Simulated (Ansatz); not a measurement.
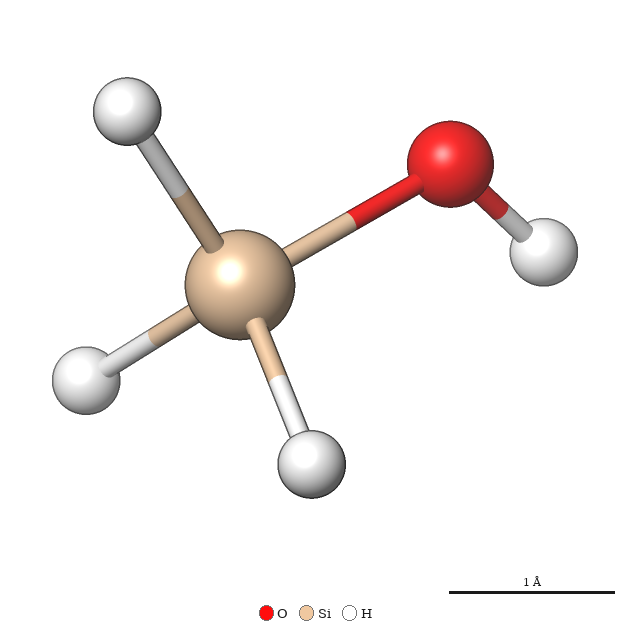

Ball-and-stick drawing of a structure.

What does the picture show?

Formula H₄OSi. Its SMILES string is `O[SiH3]`. It has no ring. Among its groups: Si–H bond, Si–O bond. This geometry has Cs symmetry. Coordination: 1 O bent; 1 Si tetrahedral.

The parts below concern this one geometry. Atoms keep their numbers from picture to picture. The geometry was computed by an optimisation with PBE0-D4/def2-TZVP.

Shape

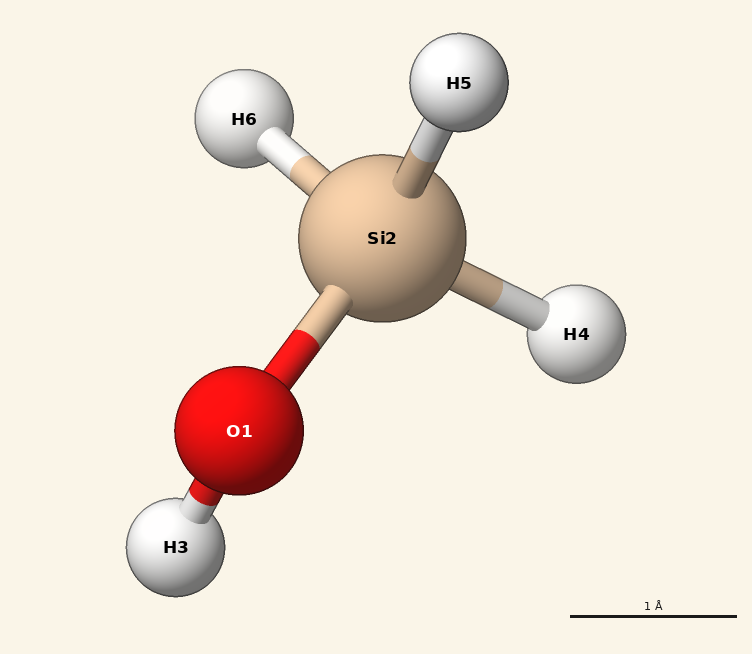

Atoms carry their numbers in the input.

Which atoms are bonded, and how long are the bonds?

```
  bond  length (Å)   order
O1–Si2       1.648  single
 O1–H3       0.958  single
Si2–H4       1.489  single
Si2–H5       1.481  single
Si2–H6       1.489  single
```

Dipole moment

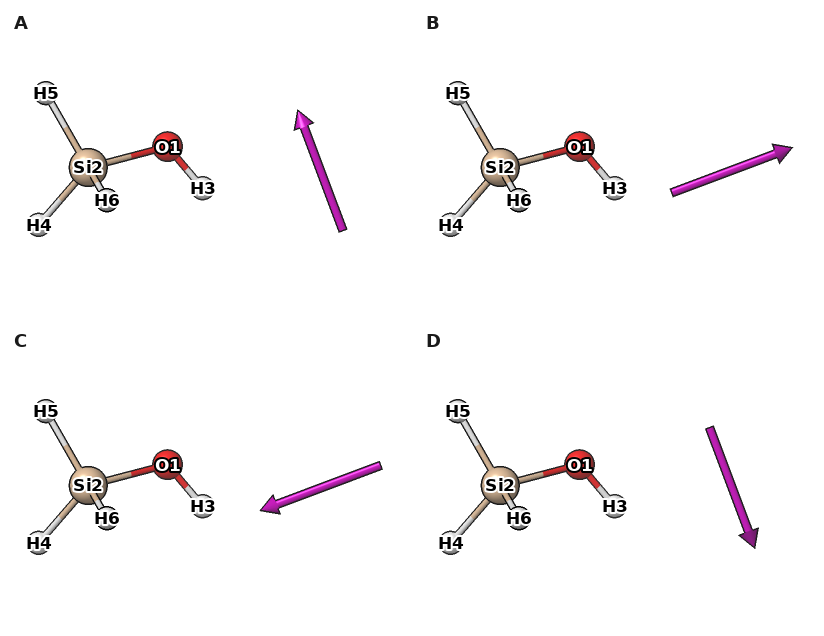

The same molecule four times, each with an arrow. Properties computed with RKS B3LYP-D4/def2-TZVPP (Ansatz 0.2.0).

**Which arrow points along the dipole moment, from the negative to the positive end?**

D. The dipole moment is 1.31 D; it points from the side of H5 to the side of H3 (the outermost atoms at the two ends).

Charges

The questions are on Mulliken charges. Method: RKS PBE0-D4/def2-TZVP (Ansatz 0.2.0).

**Which atom carries the highest charge (most positive or least negative)?**

Si2 (0.33 e).

**And the lowest?**

O1 (−0.53 e).

List the Mulliken charges.

```json
{"atom": "O1", "value (e)": "−0.53"}
{"atom": "Si2", "value (e)": "0.33"}
{"atom": "H3", "value (e)": "0.32"}
{"atom": "H4", "value (e)": "−0.05"}
{"atom": "H5", "value (e)": "−0.03"}
{"atom": "H6", "value (e)": "−0.05"}
```

Vibrations

Harmonic vibrations computed with RKS PBE0-D4/def2-TZVP (Ansatz 0.2.0) at a stationary point of the same level.

**How many vibrational modes are there, and where do they lie?**

12 modes: 197, 680, 719, 848, 908, 947, 967, 993, 2209, 2214, 2260, 3931 cm⁻¹.

Mulliken values depend strongly on the basis set and can even reverse the polarity of a bond.
